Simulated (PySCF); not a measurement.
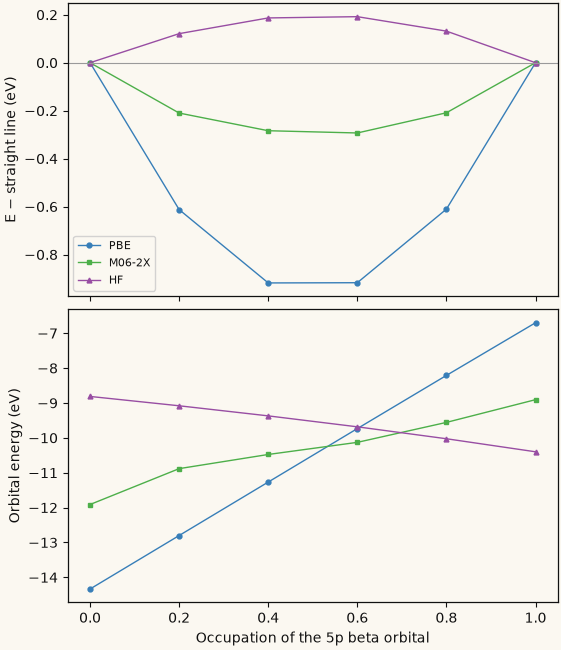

One 5p beta orbital of neutral iodine ([Kr] 4d¹⁰ 5s² 5p⁵) is emptied in steps. The plot gives the energy less the straight line between the integer ends; the lower panel gives the orbital energy. PySCF, def2-TZVP with a 28-electron core potential, unrestricted single determinants, no spin-orbit coupling.

What do the curves say about each method?

PBE: convex (delocalisation error), largest departure −0.92 eV, removal energy 10.51 eV, orbital energy from −6.70 eV when full to −14.3 eV when empty; M06-2X: convex (delocalisation error), largest departure −0.29 eV, removal energy 10.28 eV, orbital energy from −8.91 eV when full to −11.9 eV when empty; HF: concave (localisation error), largest departure 0.19 eV, removal energy 9.551 eV, orbital energy from −10.4 eV when full to −8.81 eV when empty. The measured removal energy is 10.45 eV. The exact energy is a straight line between whole electron numbers.
